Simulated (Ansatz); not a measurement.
# Na (bcc, W type): map of one atom of the cell

Na (bcc, W type)

```
CELL_PARAMETERS angstrom
     -4.19680     4.19680     4.19680
      2.09840    -2.09840     2.09840
      2.09840     2.09840    -2.09840
ATOMIC_POSITIONS crystal
  Na 0.00000 0.00000 0.00000
  Na 0.50000 0.00000 0.00000
```

In this cell atom 1 (Na, nearest neighbour Na at 3.635 Å; its periodic images, 3.6 Å or more away, move with it) is moved by u·(0.707, 0.707, 0.000) + v·(0.000, 0.000, 1.000); the rest is frozen.

These are PBE (plane waves to 420 eV, PAW, scalar-relativistic; Ansatz, a quantum-chemistry and plane-wave program) values and carry that method's errors. k mesh 13×13×13 (Γ-centred), Fermi-Dirac smearing 0.05 eV. E stands for the smeared free energy. Points where atoms come too close for the PAW data are left out (x in tables, blank in figures). With partly filled bands, energies and forces of such displacements shift with the k mesh and the smearing. Fu and Fv are the components of the force on the atom. Na was relaxed with its symmetry unable to fall. The PAW data are Ansatz's earlier set. ΔE is measured from the undisplaced structure. Axes are in Å.

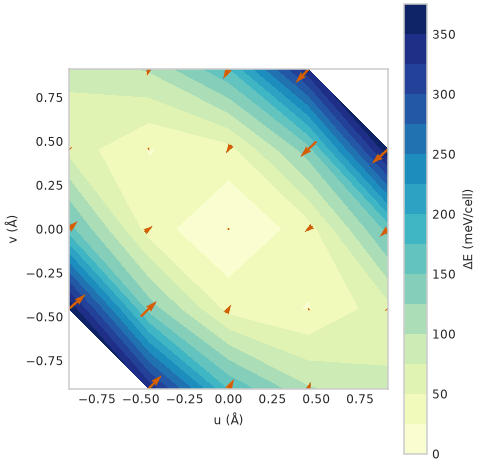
Figure: ΔE (meV/cell) over the plane, with arrows for the in-plane force on the moved atom.

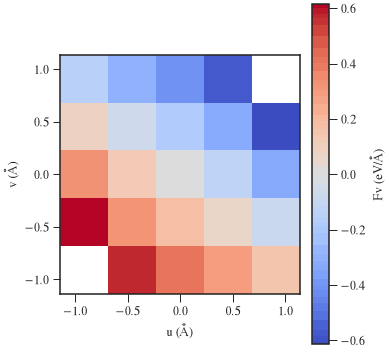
*Fv (eV/Å) over the 5×5 grid of computed points.*

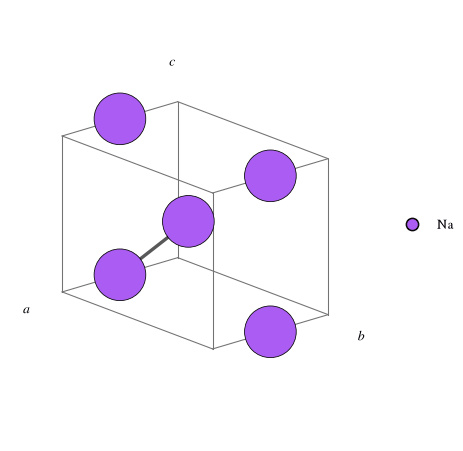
*The cell of the calculation at u = -0.910 Å, v = -0.455 Å.*

Lowest place on the grid: u = 0.000 Å, v = 0.000 Å (0 meV/cell).

(A displaced cell: forces are minus the slopes of the energy, force constants its curvatures, and phonons follow from these.)
